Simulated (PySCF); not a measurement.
Consider C$_{6}$H$_{13}$N.

Input

```
{"job": {"kind": "nmr", "xc": "PBE0", "basis": "pcSseg-1", "pop": false}, "charge": 0, "multiplicity": 1}
C     -1.990600    -1.329300    -1.090400
N     -1.483700    -0.197400    -0.946500
C     -1.004300     0.233700     0.336300
C     -1.805200     1.473600     0.737200
C      0.486800     0.570400     0.209600
C      1.343700    -0.664700    -0.056800
C      2.821900    -0.310800    -0.163200
H     -2.345400    -1.618000    -2.069400
H     -2.105800    -2.065100    -0.283600
H     -1.135100    -0.551500     1.105600
H     -1.429100     1.877900     1.673300
H     -2.855700     1.220200     0.860800
H     -1.720000     2.228700    -0.039300
H      0.610600     1.281400    -0.608600
H      0.816500     1.048400     1.134400
H      1.013200    -1.135500    -0.985300
H      1.201000    -1.386300     0.752100
H      3.414800    -1.202100    -0.355500
H      2.987500     0.394200    -0.974900
H      3.173900     0.142800     0.761200
```

Run with:

```sh
OMP_NUM_THREADS=1 python probes_run.py task.json out
```

Geometry: GFN2-xTB, NEB image 0 of 0 to 8.

Method: PBE0/pcSseg-1, SCF density, gas phase, non-relativistic (PySCF 2.14.0).

### Predict the electron density and electron localisation function between the atoms.

C–C (1.52 Å): ρ is about 1.6 e/Å³ halfway; the ELF peaks at about 0.95 between the atoms, as expected for a covalent bond.
C–H (1.09 Å): ρ is about 2 e/Å³ halfway; the ELF climbs to about 1 towards the hydrogen, as it does in any bond to H: a covalent bond by its length.

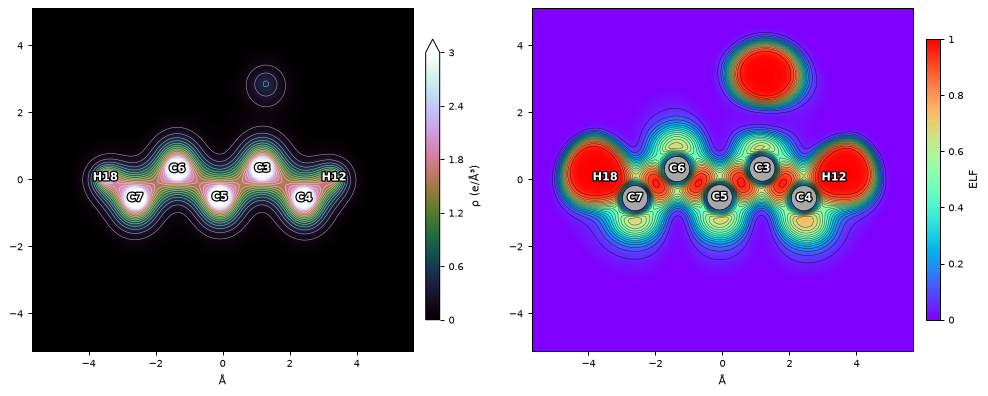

Computed electron density and electron localisation function on the plane of atoms C6, C7 and H18, in this order. Grey discs cover the atomic cores in the ELF map. 
